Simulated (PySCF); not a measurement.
Reaction (SMILES): Cl[C]Cl (closed-shell singlet) + 3 [H][H] (H2) → C (CH4) + 2 Cl (HCl)
B3LYP-D3(BJ)/def2-TZVP geometries, fixed; electronic energies without zero-point terms.
Largest species:
```
C
H 1 1.0892
H 1 1.0892 2 109.47
H 1 1.0892 2 109.47 3 120.00
H 1 1.0892 2 109.47 3 -120.00
```

Basis-set convergence of the energy of full hydrogenation at HF with PySCF. All functions are spherical. Density fitting with generated auxiliary sets. No added dispersion term, no relativity. Functions are those of the species that has most. Reference: the value in def2-QZVPPD, -138.45 kcal/mol, itself unsure by roughly 0.17 kcal/mol (its mean distance from pcseg-3, def2-QZVPP, cc-pV(Q+d)Z). Deviations are taken from unrounded values.

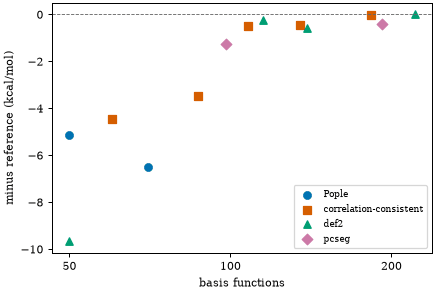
Deviation from the reference against the number of basis functions, by family of sets.

| basis | functions | energy of full hydrogenation (kcal/mol) | minus reference (kcal/mol) |
|---|---|---|---|
| 6-31G** | 50 | -143.57 | -5.12 |
| def2-SVP | 50 | -148.11 | -9.66 |
| cc-pV(D+d)Z | 60 | -142.89 | -4.44 |
| 6-311G** | 70 | -144.96 | -6.51 |
| aug-cc-pV(D+d)Z | 87 | -141.92 | -3.47 |
| pcseg-2 | 98 | -139.71 | -1.26 |
| cc-pV(T+d)Z | 108 | -138.94 | -0.49 |
| def2-TZVPP | 115 | -138.68 | -0.23 |
| jun-cc-pV(T+d)Z | 135 | -138.89 | -0.45 |
| def2-TZVPPD | 139 | -139.04 | -0.59 |
| cc-pV(Q+d)Z | 183 | -138.49 | -0.04 |
| pcseg-3 | 192 | -138.84 | -0.40 |
| def2-QZVPPD | 221 | -138.45 | 0.00 |
